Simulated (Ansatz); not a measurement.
# CH5F: the cost of one run

Method: PBE0-D4/cc-pVDZ; program: Ansatz 0.2.0, Gaussian basis.

116 further runs of the same task are left out: 116 set aside as unsound or not needed.

### 1 Where the work starts

The start, a pair relaxed at PBE0-D4: SMILES `F.C`, 7 atoms, charge 0, spin multiplicity 1.

Atoms are counted from 1 here; the program's logs count them from 0.

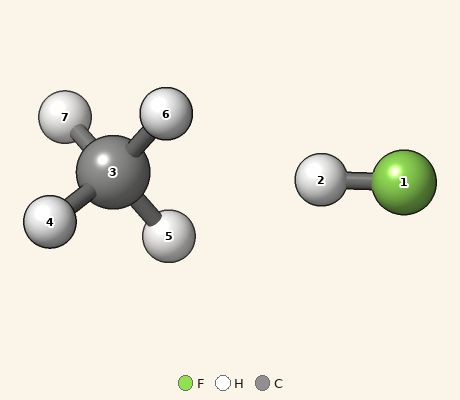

The starting geometry (fluorine green, hydrogen white, carbon grey); atoms are numbered from 1 in the order of the file.

Geometry (Å):

```xyz
7
CH5F
F    -0.00632    0.13402   -2.45609
H    -0.00085    0.08598   -1.53345
C     0.00128   -0.04382    0.79236
H     0.75291    0.37696    1.45818
H     0.48327   -0.77595    0.14038
H    -0.45904    0.76990    0.22726
H    -0.77114   -0.54719    1.37136
```

### 2 The run

Contents of md/in.yaml:

```yaml
crystal:
  periodic: [false, false, false]
  atoms:
    - {symbol: F, position_ang: [-0.006324, 0.134019, -2.456089]}
    - {symbol: H, position_ang: [-0.000849, 0.085977, -1.533452]}
    - {symbol: C, position_ang: [0.001282, -0.043817, 0.792357]}
    - {symbol: H, position_ang: [0.752910, 0.376959, 1.458179]}
    - {symbol: H, position_ang: [0.483265, -0.775947, 0.140384]}
    - {symbol: H, position_ang: [-0.459040, 0.769897, 0.227260]}
    - {symbol: H, position_ang: [-0.771144, -0.547188, 1.371362]}
basis:
  gaussian: {orbitals: cc-pVDZ}
hamiltonian: {xc: pbe0, dispersion: d4}
md: {n_steps: 40, timestep: 0.5, temperature: 1000, ensemble: nve, seed: 65, initial_velocities: maxwell_boltzmann}
```

Run with:

```bash
$ ansatz run in.yaml --threads 2 --pin off --events-out ev --progress --plain --max-ram 5222MiB
```

**Question.** How long does this run take on 2 threads of Arm Neoverse V1, shared host?

About 21 s.
